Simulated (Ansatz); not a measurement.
# CH₇AlOSi (SMILES [CH3][AlH][O][SiH3]): the energy over two coordinates, part 2 of 2

Ansatz 0.2.0, Gaussian basis. Earlier steps stand in the parts before.

### Step 10. H11–Si4–H10 = 96.4°, H5–C1–Al2–O3 = 131.9°

Input file ccsdt-tzvpp/in.yaml:

```yaml
crystal:
  periodic: [false, false, false]
  atoms:
    - {symbol: C, position_ang: [-1.516076, 1.536831, -0.427415]}
    - {symbol: Al, position_ang: [-1.148244, -0.171860, 0.419404]}
    - {symbol: O, position_ang: [-1.126559, -0.284655, 2.103485]}
    - {symbol: Si, position_ang: [-1.144002, -0.104677, 3.714128]}
    - {symbol: H, position_ang: [-0.796592, 1.774165, -1.214920]}
    - {symbol: H, position_ang: [-1.466963, 2.345397, 0.310861]}
    - {symbol: H, position_ang: [-2.521602, 1.566497, -0.857005]}
    - {symbol: H, position_ang: [-0.876350, -1.512877, -0.375013]}
    - {symbol: H, position_ang: [-2.380602, -0.705502, 4.282749]}
    - {symbol: H, position_ang: [-1.106514, 1.337081, 4.086322]}
    - {symbol: H, position_ang: [0.101085, -0.493055, 4.429570]}
basis:
  gaussian: {orbitals: def2-TZVPP}
correlation: {method: ccsd_t}
```

The program printed, shortened:

```text
Functional definition: HF
  name "HF"
  cite "Fock, Z. Phys. 61, 126 (1930) doi:10.1007/BF01340294"
  parent pbe
[...]
1405 factors; integrals over basis functions are off by at most 1.2e-3 eV
[...]
mean field -17628.40362826 eV, -647.8318843773 hartree, gradient 5.5e-6 eV, S^2 0.000000; 0 other end points of the search recorded, 0 dependent functions left out
12 core orbitals not correlated: weight in the atoms' cores, before any rotation towards them, 1.000 or more for the frozen orbitals, at most 0.000 for the correlated occupied ones
reference -17628.40362826 eV, -647.8318843773 hartree; 12, 12 occupied and 220, 220 virtual orbitals, 1405 factors
second order -16.89592455 eV of doubles, -0.00000000 eV of singles
cycle   1  -17.58466887 eV  change   -6.9e-1 eV  update   9.4e-2
[...]
cycle   9  -18.15224778 eV  change   -1.4e-5 eV  update   1.5e-5
perturbative correction -0.60503424 eV, -0.0222345981 hartree
Total energy: -17647.16091027 eV, -648.5212017772 hartree
```

Run time: 31 s. Hardware: 4 threads, shared host; peak memory 4.8 GiB.

### Step 11. H11–Si4–H10 = 108.4°, H5–C1–Al2–O3 = 51.9°

Input file ccsdt-tzvpp/in.yaml:

```yaml
crystal:
  periodic: [false, false, false]
  atoms:
    - {symbol: C, position_ang: [-1.516076, 1.536831, -0.427415]}
    - {symbol: Al, position_ang: [-1.148244, -0.171860, 0.419404]}
    - {symbol: O, position_ang: [0.397299, -0.495619, 1.015892]}
    - {symbol: Si, position_ang: [1.951651, -0.549506, 1.471910]}
    - {symbol: H, position_ang: [-0.796592, 1.774165, -1.214920]}
    - {symbol: H, position_ang: [-1.466963, 2.345397, 0.310861]}
    - {symbol: H, position_ang: [-2.521602, 1.566497, -0.857005]}
    - {symbol: H, position_ang: [-2.226657, -1.312993, 0.614840]}
    - {symbol: H, position_ang: [2.056467, -0.411069, 2.949526]}
    - {symbol: H, position_ang: [2.727711, 0.553199, 0.839159]}
    - {symbol: H, position_ang: [2.561485, -1.844801, 1.067869]}
basis:
  gaussian: {orbitals: def2-TZVPP}
correlation: {method: ccsd_t}
```

The program printed, shortened:

```text
Functional definition: HF
  name "HF"
  cite "Fock, Z. Phys. 61, 126 (1930) doi:10.1007/BF01340294"
  parent pbe
[...]
1405 factors; integrals over basis functions are off by at most 1.6e-3 eV
[...]
mean field -17628.52974347 eV, -647.8365190260 hartree, gradient 5.5e-6 eV, S^2 0.000000; 0 other end points of the search recorded, 0 dependent functions left out
12 core orbitals not correlated: weight in the atoms' cores, before any rotation towards them, 1.000 or more for the frozen orbitals, at most 0.000 for the correlated occupied ones
reference -17628.52974347 eV, -647.8365190260 hartree; 12, 12 occupied and 220, 220 virtual orbitals, 1405 factors
second order -16.88398151 eV of doubles, -0.00000000 eV of singles
cycle   1  -17.57203870 eV  change   -6.9e-1 eV  update   9.3e-2
[...]
cycle   9  -18.13872270 eV  change   -1.5e-5 eV  update   1.5e-5
perturbative correction -0.60343571 eV, -0.0221758532 hartree
Total energy: -17647.27190188 eV, -648.5252806434 hartree
```

Wall time 28 s (4 threads, shared host); peak memory 4.8 GiB.

### Step 12. H11–Si4–H10 = 108.4°, H5–C1–Al2–O3 = 91.9°

Input file ccsdt-tzvpp/in.yaml:

```yaml
crystal:
  periodic: [false, false, false]
  atoms:
    - {symbol: C, position_ang: [-1.516076, 1.536831, -0.427415]}
    - {symbol: Al, position_ang: [-1.148244, -0.171860, 0.419404]}
    - {symbol: O, position_ang: [-0.173758, -0.231736, 1.796399]}
    - {symbol: Si, position_ang: [0.798118, -0.004175, 3.073325]}
    - {symbol: H, position_ang: [-0.796592, 1.774165, -1.214920]}
    - {symbol: H, position_ang: [-1.466963, 2.345397, 0.310861]}
    - {symbol: H, position_ang: [-2.521602, 1.566497, -0.857005]}
    - {symbol: H, position_ang: [-1.725847, -1.554197, -0.089391]}
    - {symbol: H, position_ang: [0.028029, -0.160259, 4.336694]}
    - {symbol: H, position_ang: [1.392693, 1.361299, 3.049612]}
    - {symbol: H, position_ang: [1.904601, -0.998397, 3.061052]}
basis:
  gaussian: {orbitals: def2-TZVPP}
correlation: {method: ccsd_t}
```

The program printed, shortened:

```text
Functional definition: HF
  name "HF"
  cite "Fock, Z. Phys. 61, 126 (1930) doi:10.1007/BF01340294"
  parent pbe
[...]
1405 factors; integrals over basis functions are off by at most 1.1e-3 eV
[...]
mean field -17628.52556581 eV, -647.8363654997 hartree, gradient 5.6e-6 eV, S^2 0.000000; 0 other end points of the search recorded, 0 dependent functions left out
12 core orbitals not correlated: weight in the atoms' cores, before any rotation towards them, 1.000 or more for the frozen orbitals, at most 0.000 for the correlated occupied ones
reference -17628.52556581 eV, -647.8363654997 hartree; 12, 12 occupied and 220, 220 virtual orbitals, 1405 factors
second order -16.88486442 eV of doubles, -0.00000000 eV of singles
cycle   1  -17.57287793 eV  change   -6.9e-1 eV  update   9.3e-2
[...]
cycle   9  -18.13962736 eV  change   -1.5e-5 eV  update   1.5e-5
perturbative correction -0.60356733 eV, -0.0221806903 hartree
Total energy: -17647.26876050 eV, -648.5251652000 hartree
```

It took 30 s on 4 threads, shared host; peak memory 4.8 GiB.

### Step 13. H11–Si4–H10 = 108.4°, H5–C1–Al2–O3 = 131.9°

Input file ccsdt-tzvpp/in.yaml:

```yaml
crystal:
  periodic: [false, false, false]
  atoms:
    - {symbol: C, position_ang: [-1.516076, 1.536831, -0.427415]}
    - {symbol: Al, position_ang: [-1.148244, -0.171860, 0.419404]}
    - {symbol: O, position_ang: [-1.126559, -0.284655, 2.103485]}
    - {symbol: Si, position_ang: [-1.144002, -0.104677, 3.714128]}
    - {symbol: H, position_ang: [-0.796592, 1.774165, -1.214920]}
    - {symbol: H, position_ang: [-1.466963, 2.345397, 0.310861]}
    - {symbol: H, position_ang: [-2.521602, 1.566497, -0.857005]}
    - {symbol: H, position_ang: [-0.876350, -1.512877, -0.375013]}
    - {symbol: H, position_ang: [-2.380602, -0.705502, 4.282749]}
    - {symbol: H, position_ang: [-1.106514, 1.337081, 4.086322]}
    - {symbol: H, position_ang: [0.037007, -0.776764, 4.319481]}
basis:
  gaussian: {orbitals: def2-TZVPP}
correlation: {method: ccsd_t}
```

The program printed, shortened:

```text
Functional definition: HF
  name "HF"
  cite "Fock, Z. Phys. 61, 126 (1930) doi:10.1007/BF01340294"
  parent pbe
[...]
1405 factors; integrals over basis functions are off by at most 1.2e-3 eV
[...]
mean field -17628.52594336 eV, -647.8363793744 hartree, gradient 5.8e-6 eV, S^2 0.000000; 0 other end points of the search recorded, 0 dependent functions left out
12 core orbitals not correlated: weight in the atoms' cores, before any rotation towards them, 1.000 or more for the frozen orbitals, at most 0.000 for the correlated occupied ones
reference -17628.52594336 eV, -647.8363793744 hartree; 12, 12 occupied and 220, 220 virtual orbitals, 1405 factors
second order -16.88536530 eV of doubles, -0.00000000 eV of singles
cycle   1  -17.57330220 eV  change   -6.9e-1 eV  update   9.3e-2
[...]
cycle   9  -18.14005249 eV  change   -1.5e-5 eV  update   1.5e-5
perturbative correction -0.60365284 eV, -0.0221838327 hartree
Total energy: -17647.26964868 eV, -648.5251978402 hartree
```

Run time: 31 s. Hardware: 4 threads, shared host; peak memory 4.8 GiB.

### Step 14. H11–Si4–H10 = 120.4°, H5–C1–Al2–O3 = 51.9°

Input file ccsdt-tzvpp/in.yaml:

```yaml
crystal:
  periodic: [false, false, false]
  atoms:
    - {symbol: C, position_ang: [-1.516076, 1.536831, -0.427415]}
    - {symbol: Al, position_ang: [-1.148244, -0.171860, 0.419404]}
    - {symbol: O, position_ang: [0.397299, -0.495619, 1.015892]}
    - {symbol: Si, position_ang: [1.951651, -0.549506, 1.471910]}
    - {symbol: H, position_ang: [-0.796592, 1.774165, -1.214920]}
    - {symbol: H, position_ang: [-1.466963, 2.345397, 0.310861]}
    - {symbol: H, position_ang: [-2.521602, 1.566497, -0.857005]}
    - {symbol: H, position_ang: [-2.226657, -1.312993, 0.614840]}
    - {symbol: H, position_ang: [2.056467, -0.411069, 2.949526]}
    - {symbol: H, position_ang: [2.727711, 0.553199, 0.839159]}
    - {symbol: H, position_ang: [2.336153, -1.968218, 1.243110]}
basis:
  gaussian: {orbitals: def2-TZVPP}
correlation: {method: ccsd_t}
```

The program printed, shortened:

```text
Functional definition: HF
  name "HF"
  cite "Fock, Z. Phys. 61, 126 (1930) doi:10.1007/BF01340294"
  parent pbe
[...]
1405 factors; integrals over basis functions are off by at most 1.6e-3 eV
[...]
mean field -17628.40874026 eV, -647.8320722399 hartree, gradient 5.5e-6 eV, S^2 0.000000; 0 other end points of the search recorded, 0 dependent functions left out
12 core orbitals not correlated: weight in the atoms' cores, before any rotation towards them, 1.000 or more for the frozen orbitals, at most 0.000 for the correlated occupied ones
reference -17628.40874026 eV, -647.8320722399 hartree; 12, 12 occupied and 220, 220 virtual orbitals, 1405 factors
second order -16.89464378 eV of doubles, -0.00000000 eV of singles
cycle   1  -17.58170774 eV  change   -6.9e-1 eV  update   9.4e-2
[...]
cycle   9  -18.15023262 eV  change   -1.6e-5 eV  update   1.6e-5
perturbative correction -0.60469889 eV, -0.0222222742 hartree
Total energy: -17647.16367176 eV, -648.5213032601 hartree
```

It took 28 s on 4 threads, shared host; peak memory 4.8 GiB.

### Step 15. H11–Si4–H10 = 120.4°, H5–C1–Al2–O3 = 91.9°

Input file ccsdt-tzvpp/in.yaml:

```yaml
crystal:
  periodic: [false, false, false]
  atoms:
    - {symbol: C, position_ang: [-1.516076, 1.536831, -0.427415]}
    - {symbol: Al, position_ang: [-1.148244, -0.171860, 0.419404]}
    - {symbol: O, position_ang: [-0.173758, -0.231736, 1.796399]}
    - {symbol: Si, position_ang: [0.798118, -0.004175, 3.073325]}
    - {symbol: H, position_ang: [-0.796592, 1.774165, -1.214920]}
    - {symbol: H, position_ang: [-1.466963, 2.345397, 0.310861]}
    - {symbol: H, position_ang: [-2.521602, 1.566497, -0.857005]}
    - {symbol: H, position_ang: [-1.725847, -1.554197, -0.089391]}
    - {symbol: H, position_ang: [0.028029, -0.160259, 4.336694]}
    - {symbol: H, position_ang: [1.392693, 1.361299, 3.049612]}
    - {symbol: H, position_ang: [1.673781, -1.206719, 3.067358]}
basis:
  gaussian: {orbitals: def2-TZVPP}
correlation: {method: ccsd_t}
```

The program printed, shortened:

```text
Functional definition: HF
  name "HF"
  cite "Fock, Z. Phys. 61, 126 (1930) doi:10.1007/BF01340294"
  parent pbe
[...]
1405 factors; integrals over basis functions are off by at most 1.1e-3 eV
[...]
mean field -17628.40439171 eV, -647.8319124336 hartree, gradient 5.7e-6 eV, S^2 0.000000; 0 other end points of the search recorded, 0 dependent functions left out
12 core orbitals not correlated: weight in the atoms' cores, before any rotation towards them, 1.000 or more for the frozen orbitals, at most 0.000 for the correlated occupied ones
reference -17628.40439171 eV, -647.8319124336 hartree; 12, 12 occupied and 220, 220 virtual orbitals, 1405 factors
second order -16.89546217 eV of doubles, -0.00000000 eV of singles
cycle   1  -17.58252046 eV  change   -6.9e-1 eV  update   9.4e-2
[...]
cycle   9  -18.15109651 eV  change   -1.6e-5 eV  update   1.6e-5
perturbative correction -0.60482141 eV, -0.0222267769 hartree
Total energy: -17647.16030963 eV, -648.5211797041 hartree
```

It took 32 s on 4 threads, shared host; peak memory 4.8 GiB.

### Step 16. H11–Si4–H10 = 120.4°, H5–C1–Al2–O3 = 131.9°

Input file ccsdt-tzvpp/in.yaml:

```yaml
crystal:
  periodic: [false, false, false]
  atoms:
    - {symbol: C, position_ang: [-1.516076, 1.536831, -0.427415]}
    - {symbol: Al, position_ang: [-1.148244, -0.171860, 0.419404]}
    - {symbol: O, position_ang: [-1.126559, -0.284655, 2.103485]}
    - {symbol: Si, position_ang: [-1.144002, -0.104677, 3.714128]}
    - {symbol: H, position_ang: [-0.796592, 1.774165, -1.214920]}
    - {symbol: H, position_ang: [-1.466963, 2.345397, 0.310861]}
    - {symbol: H, position_ang: [-2.521602, 1.566497, -0.857005]}
    - {symbol: H, position_ang: [-0.876350, -1.512877, -0.375013]}
    - {symbol: H, position_ang: [-2.380602, -0.705502, 4.282749]}
    - {symbol: H, position_ang: [-1.106514, 1.337081, 4.086322]}
    - {symbol: H, position_ang: [-0.078686, -1.031099, 4.182936]}
basis:
  gaussian: {orbitals: def2-TZVPP}
correlation: {method: ccsd_t}
```

The program printed, shortened:

```text
Functional definition: HF
  name "HF"
  cite "Fock, Z. Phys. 61, 126 (1930) doi:10.1007/BF01340294"
  parent pbe
[...]
1405 factors; integrals over basis functions are off by at most 1.2e-3 eV
[...]
mean field -17628.40473768 eV, -647.8319251480 hartree, gradient 5.9e-6 eV, S^2 0.000000; 0 other end points of the search recorded, 0 dependent functions left out
12 core orbitals not correlated: weight in the atoms' cores, before any rotation towards them, 1.000 or more for the frozen orbitals, at most 0.000 for the correlated occupied ones
reference -17628.40473768 eV, -647.8319251480 hartree; 12, 12 occupied and 220, 220 virtual orbitals, 1405 factors
second order -16.89599329 eV of doubles, -0.00000000 eV of singles
cycle   1  -17.58295948 eV  change   -6.9e-1 eV  update   9.4e-2
[...]
cycle   9  -18.15155416 eV  change   -1.6e-5 eV  update   1.6e-5
perturbative correction -0.60491602 eV, -0.0222302539 hartree
Total energy: -17647.16120787 eV, -648.5212127137 hartree
```

Wall time 31 s (4 threads, shared host); peak memory 4.8 GiB.

### Step 17. H11–Si4–H10 = 132.4°, H5–C1–Al2–O3 = 51.9°

Input file ccsdt-tzvpp/in.yaml:

```yaml
crystal:
  periodic: [false, false, false]
  atoms:
    - {symbol: C, position_ang: [-1.516076, 1.536831, -0.427415]}
    - {symbol: Al, position_ang: [-1.148244, -0.171860, 0.419404]}
    - {symbol: O, position_ang: [0.397299, -0.495619, 1.015892]}
    - {symbol: Si, position_ang: [1.951651, -0.549506, 1.471910]}
    - {symbol: H, position_ang: [-0.796592, 1.774165, -1.214920]}
    - {symbol: H, position_ang: [-1.466963, 2.345397, 0.310861]}
    - {symbol: H, position_ang: [-2.521602, 1.566497, -0.857005]}
    - {symbol: H, position_ang: [-2.226657, -1.312993, 0.614840]}
    - {symbol: H, position_ang: [2.056467, -0.411069, 2.949526]}
    - {symbol: H, position_ang: [2.727711, 0.553199, 0.839159]}
    - {symbol: H, position_ang: [2.094016, -2.029631, 1.428350]}
basis:
  gaussian: {orbitals: def2-TZVPP}
correlation: {method: ccsd_t}
```

The program printed, shortened:

```text
Functional definition: HF
  name "HF"
  cite "Fock, Z. Phys. 61, 126 (1930) doi:10.1007/BF01340294"
  parent pbe
[...]
1405 factors; integrals over basis functions are off by at most 1.6e-3 eV
[...]
mean field -17628.05279059 eV, -647.8189913307 hartree, gradient 5.8e-6 eV, S^2 0.000000; 0 other end points of the search recorded, 0 dependent functions left out
12 core orbitals not correlated: weight in the atoms' cores, before any rotation towards them, 1.000 or more for the frozen orbitals, at most 0.000 for the correlated occupied ones
reference -17628.05279059 eV, -647.8189913307 hartree; 12, 12 occupied and 220, 220 virtual orbitals, 1405 factors
second order -16.92682584 eV of doubles, -0.00000000 eV of singles
cycle   1  -17.61216363 eV  change   -6.9e-1 eV  update   9.4e-2
[...]
cycle   9  -18.18537544 eV  change   -1.9e-5 eV  update   1.8e-5
perturbative correction -0.60872507 eV, -0.0223702338 hartree
Total energy: -17646.84689110 eV, -648.5096617853 hartree
```

Run time: 31 s. Hardware: 4 threads, shared host; peak memory 4.8 GiB.

### Step 18. H11–Si4–H10 = 132.4°, H5–C1–Al2–O3 = 91.9°

Input file ccsdt-tzvpp/in.yaml:

```yaml
crystal:
  periodic: [false, false, false]
  atoms:
    - {symbol: C, position_ang: [-1.516076, 1.536831, -0.427415]}
    - {symbol: Al, position_ang: [-1.148244, -0.171860, 0.419404]}
    - {symbol: O, position_ang: [-0.173758, -0.231736, 1.796399]}
    - {symbol: Si, position_ang: [0.798118, -0.004175, 3.073325]}
    - {symbol: H, position_ang: [-0.796592, 1.774165, -1.214920]}
    - {symbol: H, position_ang: [-1.466963, 2.345397, 0.310861]}
    - {symbol: H, position_ang: [-2.521602, 1.566497, -0.857005]}
    - {symbol: H, position_ang: [-1.725847, -1.554197, -0.089391]}
    - {symbol: H, position_ang: [0.028029, -0.160259, 4.336694]}
    - {symbol: H, position_ang: [1.392693, 1.361299, 3.049612]}
    - {symbol: H, position_ang: [1.404690, -1.362484, 3.073925]}
basis:
  gaussian: {orbitals: def2-TZVPP}
correlation: {method: ccsd_t}
```

The program printed, shortened:

```text
Functional definition: HF
  name "HF"
  cite "Fock, Z. Phys. 61, 126 (1930) doi:10.1007/BF01340294"
  parent pbe
[...]
1405 factors; integrals over basis functions are off by at most 1.1e-3 eV
[...]
mean field -17628.04826948 eV, -647.8188251832 hartree, gradient 5.7e-6 eV, S^2 0.000000; 0 other end points of the search recorded, 0 dependent functions left out
12 core orbitals not correlated: weight in the atoms' cores, before any rotation towards them, 1.000 or more for the frozen orbitals, at most 0.000 for the correlated occupied ones
reference -17628.04826948 eV, -647.8188251832 hartree; 12, 12 occupied and 220, 220 virtual orbitals, 1405 factors
second order -16.92755737 eV of doubles, -0.00000000 eV of singles
cycle   1  -17.61293638 eV  change   -6.9e-1 eV  update   9.4e-2
[...]
cycle   9  -18.18617925 eV  change   -1.9e-5 eV  update   1.8e-5
perturbative correction -0.60883344 eV, -0.0223742164 hartree
Total energy: -17646.84328217 eV, -648.5095291599 hartree
```

Wall time 31 s (4 threads, shared host); peak memory 4.8 GiB.

### Step 19. H11–Si4–H10 = 132.4°, H5–C1–Al2–O3 = 131.9°

Input file ccsdt-tzvpp/in.yaml:

```yaml
crystal:
  periodic: [false, false, false]
  atoms:
    - {symbol: C, position_ang: [-1.516076, 1.536831, -0.427415]}
    - {symbol: Al, position_ang: [-1.148244, -0.171860, 0.419404]}
    - {symbol: O, position_ang: [-1.126559, -0.284655, 2.103485]}
    - {symbol: Si, position_ang: [-1.144002, -0.104677, 3.714128]}
    - {symbol: H, position_ang: [-0.796592, 1.774165, -1.214920]}
    - {symbol: H, position_ang: [-1.466963, 2.345397, 0.310861]}
    - {symbol: H, position_ang: [-2.521602, 1.566497, -0.857005]}
    - {symbol: H, position_ang: [-0.876350, -1.512877, -0.375013]}
    - {symbol: H, position_ang: [-2.380602, -0.705502, 4.282749]}
    - {symbol: H, position_ang: [-1.106514, 1.337081, 4.086322]}
    - {symbol: H, position_ang: [-0.240939, -1.244945, 4.025902]}
basis:
  gaussian: {orbitals: def2-TZVPP}
correlation: {method: ccsd_t}
```

The program printed, shortened:

```text
Functional definition: HF
  name "HF"
  cite "Fock, Z. Phys. 61, 126 (1930) doi:10.1007/BF01340294"
  parent pbe
[...]
1405 factors; integrals over basis functions are off by at most 1.2e-3 eV
[...]
mean field -17628.04859380 eV, -647.8188371017 hartree, gradient 5.8e-6 eV, S^2 0.000000; 0 other end points of the search recorded, 0 dependent functions left out
12 core orbitals not correlated: weight in the atoms' cores, before any rotation towards them, 1.000 or more for the frozen orbitals, at most 0.000 for the correlated occupied ones
reference -17628.04859380 eV, -647.8188371017 hartree; 12, 12 occupied and 220, 220 virtual orbitals, 1405 factors
second order -16.92812794 eV of doubles, -0.00000000 eV of singles
cycle   1  -17.61340034 eV  change   -6.9e-1 eV  update   9.5e-2
[...]
cycle   9  -18.18668077 eV  change   -1.8e-5 eV  update   1.8e-5
perturbative correction -0.60894042 eV, -0.0223781477 hartree
Total energy: -17646.84421499 eV, -648.5095634402 hartree
```

Run time: 29 s. Hardware: 4 threads, shared host; peak memory 4.8 GiB.

### Step 20. The surface

CCSD(T) less its value at the minimum (kJ/mol); rows: angle H11–Si4–H10, columns: dihedral angle H5–C1–Al2–O3.

| ° / ° | 51.9 | 91.9 | 131.9 |
| --- | --- | --- | --- |
| 84.4 | 43.6 | 43.8 | 43.7 |
| 96.4 | 10.7 | 11.0 | 10.9 |
| 108.4 | 0.2 | 0.5 | 0.4 |
| 120.4 | 10.7 | 11.0 | 10.9 |
| 132.4 | 41.2 | 41.6 | 41.5 |

Hartree-Fock less CCSD(T), both from the minimum (kJ/mol); rows: angle H11–Si4–H10, columns: dihedral angle H5–C1–Al2–O3.

| ° / ° | 51.9 | 91.9 | 131.9 |
| --- | --- | --- | --- |
| 84.4 | 5.4 | 5.5 | 5.5 |
| 96.4 | 1.2 | 1.3 | 1.4 |
| 108.4 | -0.1 | 0.0 | 0.1 |
| 120.4 | 1.1 | 1.2 | 1.3 |
| 132.4 | 4.9 | 5.0 | 5.1 |

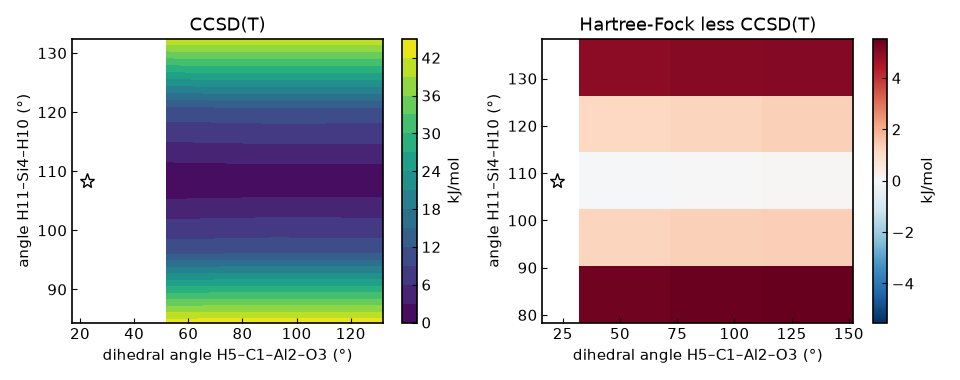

The CCSD(T) surface and one method's error on it; the star marks the minimum.

What each level costs and misses (shared host):

| method | RMS deviation from CCSD(T) (kJ/mol) | mean time a point |
| --- | --- | --- |
| PBE-D4 | 2.4 | 1.4 s |
| r2SCAN-D4 | 0.9 | 2.4 s |
| PBE0-D4 | 1.1 | 1.9 s |
| Hartree-Fock | 3.4 | part of the CCSD(T) run |
| MP2 | 0.7 | part of the CCSD(T) run |
| CCSD | 0.3 | part of the CCSD(T) run |
| CCSD(T) | 0 | 30 s |

For cost: r2SCAN-D4 comes within 0.9 kJ/mol at 2.4 s a point, where CCSD(T) needs 30 s.

### Step 21. Results

This closing draws on all 2 parts.

| quantity | value |
| --- | --- |
| points | 15 |
| lowest grid point, CCSD(T) | 0.2 kJ/mol at 108.4°, 51.9° |
| highest grid point | 43.8 kJ/mol |
| RMS deviation from CCSD(T) | PBE-D4 2.4, r2SCAN-D4 0.9, PBE0-D4 1.1, Hartree-Fock 3.4, MP2 0.7, CCSD 0.3 kJ/mol |
| largest T1 diagnostic | 0.011 |

In words: Over the grid CCSD stays nearest to CCSD(T) and Hartree-Fock strays most.
